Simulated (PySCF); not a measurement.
# BClH₄O₂Si: electronic excitations and core binding energies

What electronic excitations and core binding energies should BClH₄O₂Si (`OB(O)[SiH2]Cl`) show?

Programs: PySCF 2.14.0, with density-fitted response routines of our own. Each step states its level of theory. These are calculated values for one molecule in the gas phase, unless marked as measured. Atoms are numbered from 0 throughout.

**1. The starting structure**

9 atoms, charge 0, multiplicity 1; geometry from: GFN2-xTB.

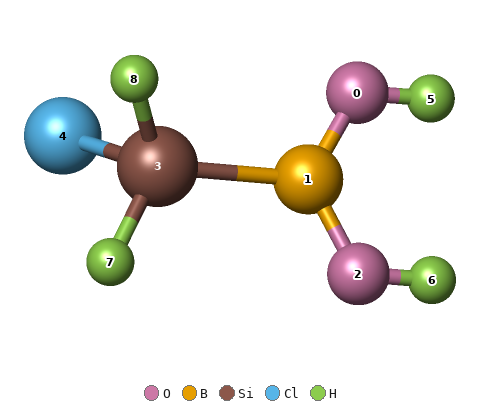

The starting geometry (oxygen pink, boron amber, silicon brown, chlorine blue, hydrogen green), atoms numbered.

**2. Ultraviolet spectrum: PBE0/def2-SVPD**

What the job is given:

```
{"job": {"kind": "uv", "xc": "PBE0", "basis": "def2-SVPD", "nstates": 8, "ntriplets": 3}, "charge": 0, "multiplicity": 1}
O     -1.304943     0.271353     1.043290
B     -0.553784    -0.221841     0.034172
O     -0.975479    -1.220997    -0.774350
Si     1.219686     0.572644    -0.294013
Cl     2.451330     0.261416     1.293664
H     -2.168313    -0.114607     1.211935
H     -1.841186    -1.606434    -0.614082
H      1.957525     0.032242    -1.443281
H      1.228725     2.032218    -0.482516
```

With the program's defaults for keys left out, this is: TDDFT PBE0/def2-SVPD, vertical, gas phase, core orbitals frozen in the response.

Run with:

```console
$ OMP_NUM_THREADS=1 python probes_run.py task.json out
```

One launch serves the whole session: the jobs run in the order shown.

What it wrote:

```text
coarse grid: 8992 points
cycle   1  E = -926.4861884442  dE =  5.554e-01  |g| = 7.974e-01  |ddm| = 3.965e+00
cycle   2  E = -926.3654463705  dE =  1.207e-01  |g| = 1.137e+00  |ddm| = 1.796e+00
cycle   3  E = -926.6088922256  dE = -2.434e-01  |g| = 6.040e-02  |ddm| = 1.014e+00
cycle   4  E = -926.6096395509  dE = -7.473e-04  |g| = 1.762e-02  |ddm| = 1.010e-01
cycle   5  E = -926.6097163125  dE = -7.676e-05  |g| = 4.228e-03  |ddm| = 3.558e-02
cycle   6  E = -926.6097214168  dE = -5.104e-06  |g| = 7.998e-04  |ddm| = 8.455e-03
final grid: 78784 points
cycle   7  E = -926.7245558937  dE = -2.399e-05  |g| = 5.626e-03  |ddm| = 5.183e-02
cycle   8  E = -926.7245507949  dE =  5.099e-06  |g| = 7.809e-03  |ddm| = 1.260e-02
cycle   9  E = -926.7245621283  dE = -1.133e-05  |g| = 4.042e-04  |ddm| = 6.293e-03
cycle  10  E = -926.7245621680  dE = -3.970e-08  |g| = 1.055e-04  |ddm| = 8.587e-04
cycle  11  E = -926.7245621707  dE = -2.760e-09  |g| = 2.968e-05  |ddm| = 2.089e-04
cycle  12  E = -926.7245621709  dE = -1.737e-10  |g| = 1.527e-05  |ddm| = 4.586e-05
converged SCF energy = -926.7245621709

Static polarisability (au): isotropic 62.802, principal 54.793 60.651 72.962

Singlet excitations
state   eV       nm        f      main configurations
  1   6.1157    202.7   0.01297   H->L 0.98
  2   6.3216    196.1   0.00307   H-1->L 0.99
  3   6.9098    179.4   0.08569   H->L+1 0.98
  4   7.2254    171.6   0.00162   H-1->L+1 0.99
  5   7.7172    160.7   0.00759   H->L+2 0.85
  6   7.8458    158.0   0.00372   H-4->L 0.53, H-2->L 0.19, H-5->L 0.18
  7   7.9312    156.3   0.00920   H-2->L 0.41, H-3->L 0.23, H-4->L 0.12
  8   8.0327    154.3   0.00476   H-3->L+1 0.45, H-2->L+1 0.30, H-1->L+2 0.15

Triplet excitations (Tamm-Dancoff, eV): 5.2388 6.0323 6.7423
```

Run time: 30 s. Hardware: 1 thread of Arm Neoverse N1, shared host; peak memory 0.61 GiB.

Frontier orbitals and where they lie:

```
orbital      eV                        atoms
 HOMO−3  -10.09   O2 31 %, O0 28 %, Cl4 18 %
 HOMO−2  -10.02   Cl4 30 %, O0 24 %, O2 16 %
 HOMO−1   -8.50  Cl4 57 %, Si3 19 %, H7 12 %
   HOMO   -8.29  Cl4 46 %, Si3 20 %, B1 14 %
   LUMO   -0.84   B1 28 %, Si3 27 %, O2 13 %
 LUMO+1   -0.52    B1 30 %, O2 19 %, O0 19 %
 LUMO+2    0.63   Si3 24 %, O0 18 %, O2 14 %
```

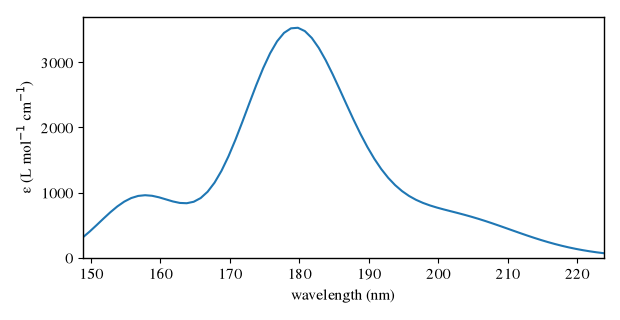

Absorption spectrum: each of the 8 states is a Gaussian band of 0.4 eV half-width at 1/e. Beyond the last state computed it falls off for lack of states.

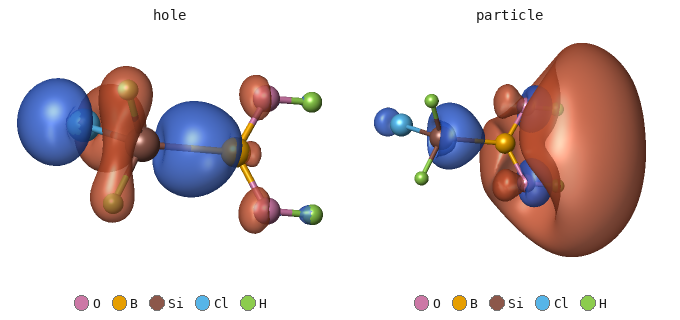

Leading natural transition orbitals of singlet state 3: the electron leaves the hole (left) for the particle orbital (right).

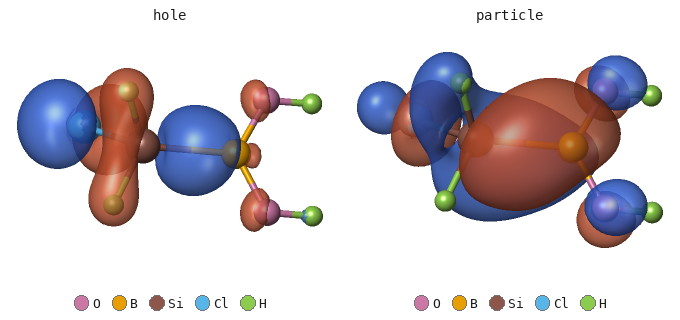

Leading natural transition orbitals of singlet state 1: the electron leaves the hole (left) for the particle orbital (right).

Further results of this job:

```
           property  computed
  dipole moment (D)      4.35
polarisability (Å³)      9.31
 HOMO–LUMO gap (eV)      7.45
      −ε(HOMO) (eV)      8.29
```

The fields below are evaluated on a grid from the run's orbitals.

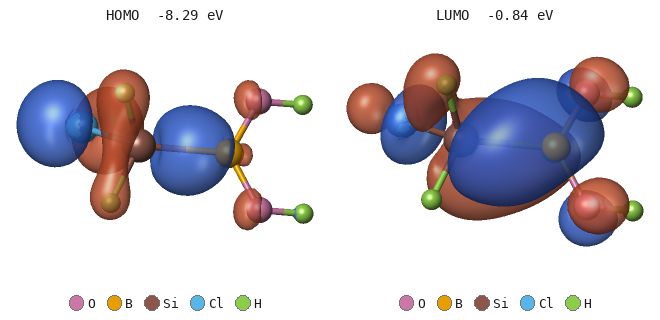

Frontier orbitals at PBE0/def2-SVPD; each surface holds 70 % of the orbital's density, blue and red mark the sign.

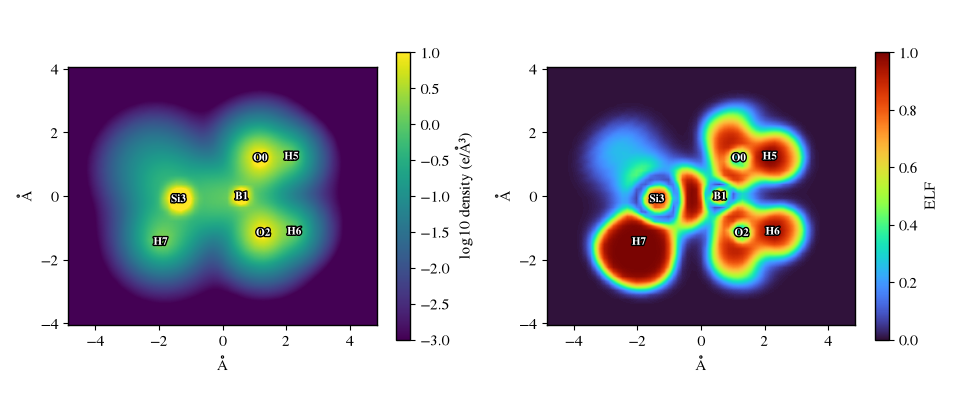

Density (left) and ELF (right) in a plane through or near 7 of the atoms.

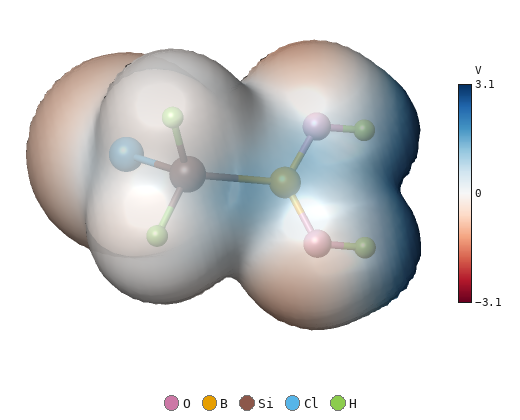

The potential that a unit positive charge feels on the 0.002 e/bohr³ surface, from -0.97 V near O0 to 3.10 V near H5.

**3. X-ray photoelectron lines: SCAN, X2C**

Settings changed since step 2:

```diff
@@ -1,2 +1,2 @@
-{"job": {"kind": "uv", "xc": "PBE0", "basis": "def2-SVPD", "nstates": 8, "ntriplets": 3}, "charge": 0, "multiplicity": 1}
+{"job": {"kind": "xps"}, "charge": 0, "multiplicity": 1}
 O     -1.304943     0.271353     1.043290
```

With the program's defaults for keys left out, this is: delta-SCF UKS SCAN, pcX-2 on the ionised atom, pcseg-1 elsewhere, spin-free X2C.

What it wrote:

```text
ground state, core basis on atom 0 (O), 129 functions
  cycle   1  E = -929.25480185  |g| = 9.31e-01
  cycle   2  E = -928.97653974  |g| = 1.54e+00
  cycle   3  E = -929.40712889  |g| = 1.34e-01
  cycle   4  E = -929.40996286  |g| = 6.85e-02
  cycle   5  E = -929.41074031  |g| = 2.51e-02
  cycle   6  E = -929.41085671  |g| = 4.68e-03
  cycle   7  E = -929.41085848  |g| = 1.77e-03
  cycle   8  E = -929.41086242  |g| = 2.65e-04
  E(ground) = -929.45226641 Eh
hole in O 1s of atom 0
  cycle   1  E = -908.77432466  |g| = 2.22e+00
  cycle   2  E = -906.46685596  |g| = 2.57e+00
  cycle   3  E = -909.26449762  |g| = 7.57e-01
  cycle   4  E = -909.50914689  |g| = 4.03e-01
  cycle   5  E = -909.55852745  |g| = 2.18e-01
  cycle   6  E = -909.57584740  |g| = 5.59e-02
  cycle   7  E = -909.57761061  |g| = 1.42e-02
  cycle   8  E = -909.57773308  |g| = 4.01e-03
  cycle   9  E = -909.57774221  |g| = 8.97e-04
  cycle  10  E = -909.57774223  |g| = 2.85e-04
  E(ion) = -909.62029266 Eh   <S^2> = 0.7611   hole on atom = 1.000   binding energy = 539.655 eV
ground state, core basis on atom 1 (B), 129 functions
  cycle   1  E = -929.37855945  |g| = 8.56e-02
  cycle   2  E = -929.37645652  |g| = 1.29e-01
  cycle   3  E = -929.37952152  |g| = 1.89e-02
  cycle   4  E = -929.37955901  |g| = 1.33e-02
  cycle   5  E = -929.37959287  |g| = 2.02e-03
  cycle   6  E = -929.37959387  |g| = 3.25e-04
  E(ground) = -929.42429216 Eh
hole in B 1s of atom 1
  cycle   1  E = -921.72273338  |g| = 1.18e+00
  cycle   2  E = -919.54123920  |g| = 1.99e+00
  cycle   3  E = -921.93595872  |g| = 5.06e-01
  cycle   4  E = -922.09689872  |g| = 2.17e-01
  cycle   5  E = -922.11132397  |g| = 1.36e-01
  cycle   6  E = -922.11762855  |g| = 5.45e-02
  cycle   7  E = -922.11874505  |g| = 2.27e-02
  cycle   8  E = -922.11893332  |g| = 7.82e-03
  cycle   9  E = -922.11896743  |g| = 2.16e-03
  cycle  10  E = -922.11897043  |g| = 8.67e-04
  cycle  11  E = -922.11897093  |g| = 3.03e-04
  E(ion) = -922.16315673 Eh   <S^2> = 0.7720   hole on atom = 1.000   binding energy = 197.586 eV
ground state, core basis on atom 3 (Si), 140 functions
  cycle   1  E = -929.47665709  |g| = 2.86e-01
  cycle   2  E = -929.47667300  |g| = 3.80e-02
  cycle   3  E = -929.47660996  |g| = 3.44e-02
  cycle   4  E = -929.47684491  |g| = 7.11e-03
  cycle   5  E = -929.47685716  |g| = 1.83e-03
  cycle   6  E = -929.47685459  |g| = 3.56e-04
  E(ground) = -929.47943441 Eh
hole in Si 1s of atom 3
  cycle   1  E = -860.54246805  |g| = 4.35e+00
  cycle   2  E = -860.62655356  |g| = 2.15e+00
  cycle   3  E = -861.16839128  |g| = 8.32e-01
  cycle   4  E = -861.53425638  |g| = 3.39e-01
  cycle   5  E = -861.59581766  |g| = 9.23e-02
  cycle   6  E = -861.59861601  |g| = 4.41e-02
  cycle   7  E = -861.59930799  |g| = 1.36e-02
  cycle   8  E = -861.59940746  |g| = 4.46e-03
  cycle   9  E = -861.59941359  |g| = 2.34e-03
  cycle  10  E = -861.59941712  |g| = 6.04e-04
  cycle  11  E = -861.59941782  |g| = 1.46e-04
  E(ion) = -861.60680246 Eh   <S^2> = 0.7523   hole on atom = 1.000   binding energy = 1846.908 eV
hole in Si 2p of atom 3
  cycle   1  E = -925.19830895  |g| = 1.24e+00
  cycle   2  E = -925.01308597  |g| = 1.15e+00
  cycle   3  E = -925.44309582  |g| = 3.51e-01
  cycle   4  E = -925.51589479  |g| = 9.68e-02
  cycle   5  E = -925.51999647  |g| = 4.25e-02
  cycle   6  E = -925.52069128  |g| = 1.23e-02
  cycle   7  E = -925.52075721  |g| = 3.49e-03
  cycle   8  E = -925.52076290  |g| = 1.56e-03
  cycle   9  E = -925.52076392  |g| = 6.83e-04
  cycle  10  E = -925.52076405  |g| = 1.47e-04
  E(ion) = -925.53202782 Eh   <S^2> = 0.7519   hole on atom = 1.002   binding energy = 107.414 eV
  2p3/2 = 107.141 eV   2p1/2 = 107.769 eV
ground state, core basis on atom 4 (Cl), 140 functions
  cycle   1  E = -929.56690437  |g| = 4.85e-01
  cycle   2  E = -929.56702476  |g| = 4.81e-02
  cycle   3  E = -929.56698353  |g| = 3.93e-02
  cycle   4  E = -929.56732798  |g| = 7.33e-03
  cycle   5  E = -929.56734116  |g| = 2.07e-03
  cycle   6  E = -929.56734323  |g| = 4.19e-04
  E(ground) = -929.59450160 Eh
hole in Cl 1s of atom 4
  cycle   1  E = -824.38576044  |g| = 5.47e+00
  cycle   2  E = -825.00982839  |g| = 2.08e+00
  cycle   3  E = -825.47351118  |g| = 6.00e-01
  cycle   4  E = -825.60685748  |g| = 1.98e-01
  cycle   5  E = -825.61917305  |g| = 1.29e-01
  cycle   6  E = -825.62510255  |g| = 3.52e-02
  cycle   7  E = -825.62550132  |g| = 1.41e-02
  cycle   8  E = -825.62557998  |g| = 3.97e-03
  cycle   9  E = -825.62558557  |g| = 1.57e-03
  cycle  10  E = -825.62558518  |g| = 2.39e-04
  E(ion) = -825.66024751 Eh   <S^2> = 0.7519   hole on atom = 1.000   binding energy = 2828.195 eV
hole in Cl 2p of atom 4
  cycle   1  E = -921.52132235  |g| = 1.70e+00
  cycle   2  E = -921.62508229  |g| = 1.18e+00
  cycle   3  E = -921.96622046  |g| = 1.65e-01
  cycle   4  E = -921.97590543  |g| = 1.09e-01
  cycle   5  E = -921.97983811  |g| = 6.16e-02
  cycle   6  E = -921.98129171  |g| = 1.25e-02
  cycle   7  E = -921.98135564  |g| = 4.41e-03
  cycle   8  E = -921.98136115  |g| = 1.43e-03
  cycle   9  E = -921.98136163  |g| = 3.01e-04
  E(ion) = -922.01673759 Eh   <S^2> = 0.7517   hole on atom = 1.001   binding energy = 206.201 eV
  2p3/2 = 205.616 eV   2p1/2 = 207.269 eV
```

Wall time 58 s (1 thread of Arm Neoverse N1, shared host); peak memory 0.47 GiB.

Binding energies by hole, beside the orbital energy of the ground state; the difference holds orbital relaxation and, for a density functional, its self-interaction error:

```
       hole  stands for                   environment  ΔSCF (eV; 2p as the shell's mean)  −ε (eV)   ⟨S²⟩
  O1s on O0      O0, O2         oxygen bonded to B, H                             539.66    517.5  0.761
  B1s on B1          B1       boron bonded to 2 O, Si                             197.59    181.4  0.772
Si1s on Si3         Si3  silicon bonded to B, Cl, 2 H                            1846.91   1793.6  0.752
Si2p on Si3         Si3  silicon bonded to B, Cl, 2 H                             107.35     96.4  0.752
Cl1s on Cl4         Cl4         chlorine bonded to Si                            2828.20   2763.1  0.752
Cl2p on Cl4         Cl4         chlorine bonded to Si                             206.17    192.9  0.752
```

Each hole run stands for the others of its class of like atoms.

With the spin-orbit splitting: Si3 2p3/2 107.14, 2p1/2 107.77 eV; Cl4 2p3/2 205.62, 2p1/2 207.27 eV. The table gives each 2p level as the mean over the whole 2p shell (two parts 2p3/2, one part 2p1/2), which differs a little from the single hole in the log.

**4. Results**

```
                                quantity                        value
         lowest singlet (PBE0/def2-SVPD)  6.12 eV (203 nm), f = 0.013
brightest single state of those computed  state 3, 6.91 eV, f = 0.086
                          lowest triplet                      5.24 eV
   surface potential, least and greatest           -0.97 V and 3.10 V
        O1s binding energies, SCAN/pcX-2                 O0 539.66 eV
        B1s binding energies, SCAN/pcX-2                 B1 197.59 eV
       Si1s binding energies, SCAN/pcX-2               Si3 1846.91 eV
       Si2p binding energies, SCAN/pcX-2                Si3 107.35 eV
       Cl1s binding energies, SCAN/pcX-2               Cl4 2828.20 eV
       Cl2p binding energies, SCAN/pcX-2                Cl4 206.17 eV
```

In words: The first singlet state (HOMO→LUMO 0.98) lies at 6.12 eV and is weak; of the 8 states computed, the strongest absorption comes from state 3 at 6.91 eV. The lowest triplet lies 0.88 eV below the lowest singlet (triplets in Tamm-Dancoff, singlets in full TDDFT). At PBE0/def2-SVPD, counted by nearest atom on the grid, the HOMO lies on Cl4 48 %; B1 20 %, the LUMO on B1 35 %; Si3 19 %.
